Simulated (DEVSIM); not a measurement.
Device: Pt/Si3N4/SiO2/n-Si capacitor, at 250 K.

```tsv
layer (left to right)	material	thickness (nm)	Nd (cm⁻³)
1	Si3N4	5.70	-
2	SiO2	0.790	-
3	Si	2600	9.6e15
```

Metal gate on the left, work function 5.6 eV. Fixed charge at the semiconductor interface 5.1e11 cm⁻² (in units of +e); interface traps 1.7e11 cm⁻² eV⁻¹, uniform in energy, neutral level at 0.5 of the gap above the valence band.

Constants are typed, rounded textbook-type inputs, not results; the design itself was drawn at random and stands for no fabricated device. Values at 300 K; Nc and Nv go as T^1.5, mobilities as T to minus their exponent, the gap by Varshni's rule with the affinity fixed.

```csv
parameter,Si3N4,SiO2,Si
gap (eV),5.1,9,1.124
affinity (eV),2.1,0.9,4.05
permittivity,7.5,3.9,11.7
Nc (cm⁻³),-,-,2.86e19
Nv (cm⁻³),-,-,3.1e19
Varshni α (eV/K),-,-,0.000473
Varshni β (K),-,-,636
```

Simulated with DEVSIM: 1D Poisson equation in equilibrium, Boltzmann statistics, complete ionisation; no quantum confinement or tunnelling. Metal contacts follow the ideal Schottky-Mott rule: no Fermi-level pinning, no interface dipoles.

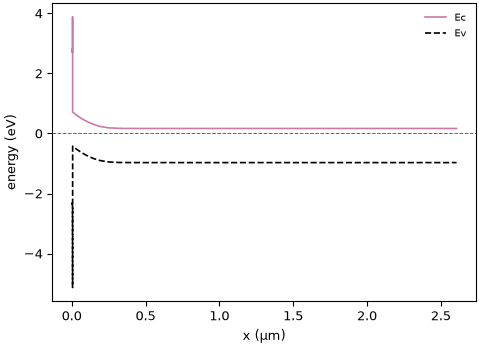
Fig. 1. Band edges at 0.7 V on the gate

Energies count from the Fermi level of the right contact; mesh points crowd at the junctions.

| x (μm) | Ec (eV) | Ev (eV) | n (cm⁻³) | p (cm⁻³) | field (V/cm) |
|---|---|---|---|---|---|
| 0.000 | 2.800 | -2.300 | < 1e2 | < 1e2 | -190000 |
| 0.001153 | 2.778 | -2.322 | < 1e2 | < 1e2 | -190000 |
| 0.003038 | 2.742 | -2.358 | < 1e2 | < 1e2 | -190000 |
| 0.004743 | 2.710 | -2.390 | < 1e2 | < 1e2 | -190000 |
| 0.006032 | 3.879 | -5.121 | < 1e2 | < 1e2 | -370000 |
| 0.006530 | 0.712 | -0.424 | 96000 | 6.7e10 | -39000 |
| 0.008037 | 0.706 | -0.430 | 130000 | 5.1e10 | -39000 |
| 0.01307 | 0.687 | -0.449 | 310000 | 2.1e10 | -38000 |
| 0.02219 | 0.652 | -0.484 | 1500000 | 4.1e9 | -37000 |
| 0.04335 | 0.577 | -0.559 | 5.1e7 | 1.3e8 | -34000 |
| 0.08818 | 0.440 | -0.697 | 3.0e10 | 210000 | -27000 |
| 0.2502 | 0.188 | -0.948 | 3.5e15 | < 1e2 | -4900 |
| 0.5391 | 0.166 | -0.970 | 9.6e15 | < 1e2 | ≈ 0 |
| 1.209 | 0.166 | -0.970 | 9.6e15 | < 1e2 | ≈ 0 |
| 2.104 | 0.166 | -0.970 | 9.6e15 | < 1e2 | ≈ 0 |
| 2.376 | 0.166 | -0.970 | 9.6e15 | < 1e2 | ≈ 0 |
| 2.505 | 0.166 | -0.970 | 9.6e15 | < 1e2 | ≈ 0 |
| 2.561 | 0.166 | -0.970 | 9.6e15 | < 1e2 | ≈ 0 |
| 2.592 | 0.166 | -0.970 | 9.6e15 | < 1e2 | ≈ 0 |
| 2.600 | 0.166 | -0.970 | 9.6e15 | < 1e2 | ≈ 0 |
| 2.604 | 0.166 | -0.970 | 9.6e15 | < 1e2 | ≈ 0 |
| 2.607 | 0.166 | -0.970 | 9.6e15 | < 1e2 | ≈ 0 |
